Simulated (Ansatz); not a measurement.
F3GeH

```xyz
5

Ge    0.3209    0.0000    0.1365
F     0.2974    0.0000    1.8565
H     1.7341    0.0000   -0.4218
F    -0.5795    1.3779   -0.3632
F    -0.5795   -1.3779   -0.3632
```

All numbers below come from RKS B3LYP-D4/def2-SVP in Ansatz.

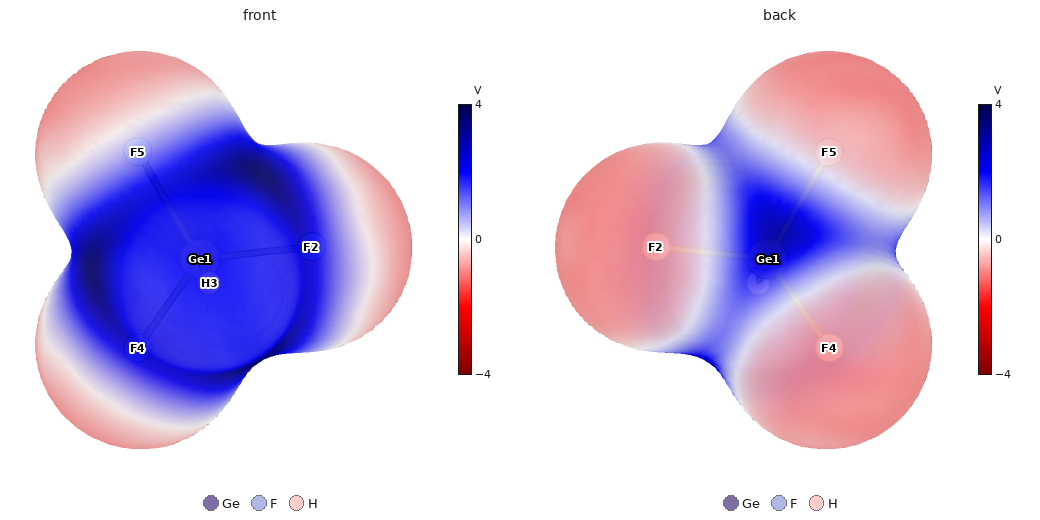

Figure 1. The molecular electrostatic potential painted on the density surface at 0.004 e/bohr³, seen from the front and from behind; red is negative and blue positive.

**Where is the surface potential most negative and most positive?**

The most negative region (about −0.9 V) lies over F2, F4 and F5, the most positive (about +3.6 V) over Ge1.

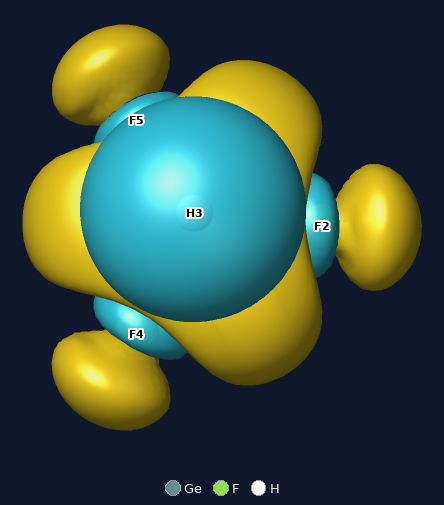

Figure 2. One frontier orbital at ±0.06 Å⁻³ᐟ² (yellow and cyan are the two phases), seen across its widest extent.

**Which orbital is it: HOMO or LUMO?**

The LUMO, at −0.80 eV. Its weight (Hirshfeld) is mainly on Ge1 (about 45 %), H3 (about 20 %), F2 (about 10 %), F4 (about 10 %) and F5 (about 10 %).

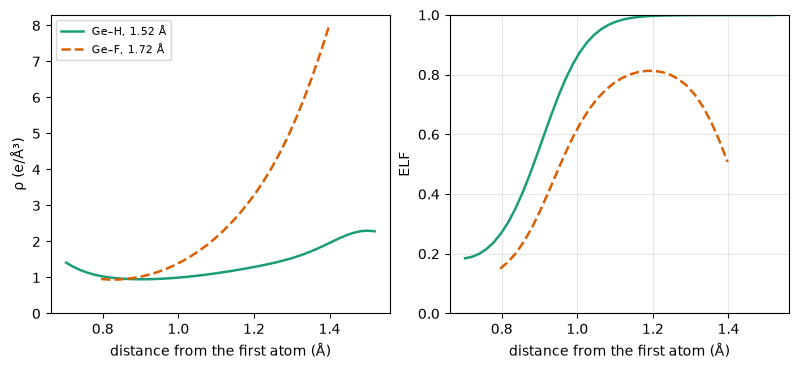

Figure 3. Electron density and electron localisation function along straight lines between neighbouring atoms. The curves leave out the atomic cores.

**Compare the contacts.**

Ge–H (1.52 Å): ρ at the midpoint is about 1.1 e/Å³; the ELF climbs to about 1 towards the hydrogen.
Ge–F (1.72 Å): ρ is about 0.96 e/Å³ halfway; the ELF peaks at about 0.80 in the valence shell of F, 0.5 Å from its nucleus, and is about 0.25 at the midpoint.
